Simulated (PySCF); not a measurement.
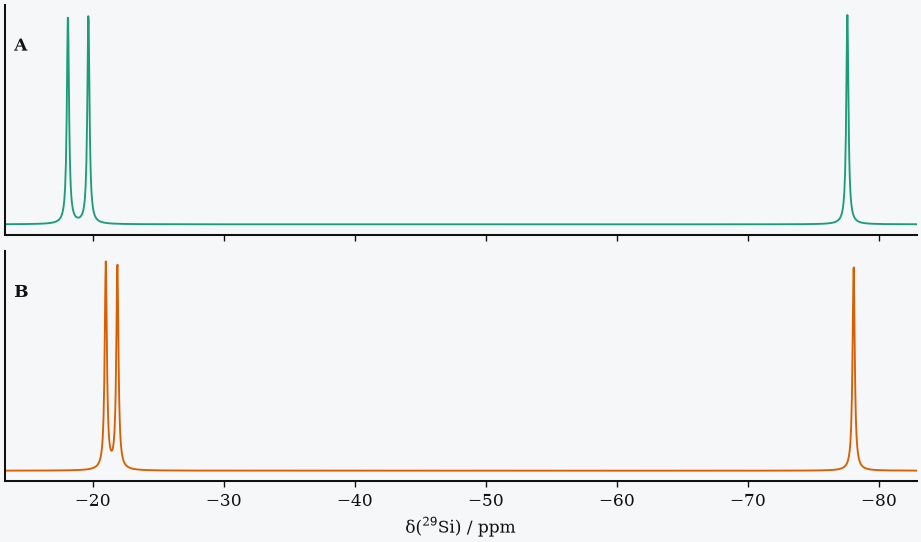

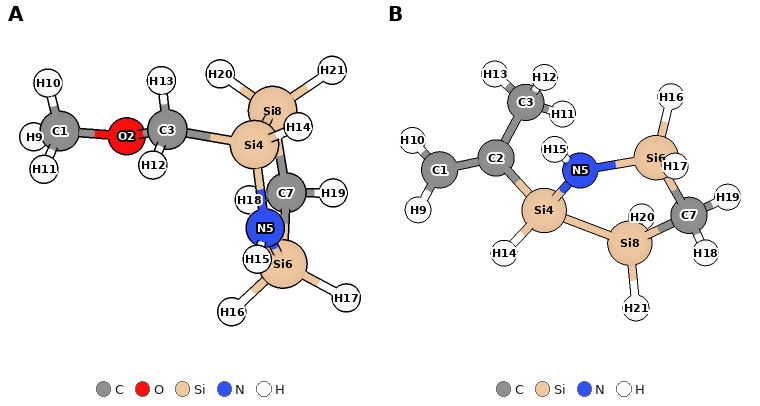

Related molecules: A is C₃H₁₃NOSi₃, SMILES COC[Si@H]1N[SiH2]C[SiH2]1; B is C₄H₁₃NSi₃, SMILES C=C(C)[Si@@H]1N[SiH2]C[SiH2]1. GIAO ²⁹Si shifts against TMS, PBE0/pcSseg-1 in PySCF 2.14.0, at a GFN2-xTB geometry (no frequency check); fully decoupled, line heights follow the number of nuclei within a panel, widths are arbitrary (no quadrupolar broadening); values of one conformer, averaged over methyl-type rotors and exact or near symmetry; other conformers aren't averaged in.

### Assign the ²⁹Si signals of each molecule.

A: −18.1 (Si4); −19.7 (Si6); −77.6 (Si8)
B: −21.0 (Si6); −21.9 (Si4); −78.1 (Si8)

The order of signals that lie close, as those under 3 ppm apart, is within the error of the method.

Caveats, for all or some of the runs: the tight-binding geometry is rougher than a DFT one and adds to the error.
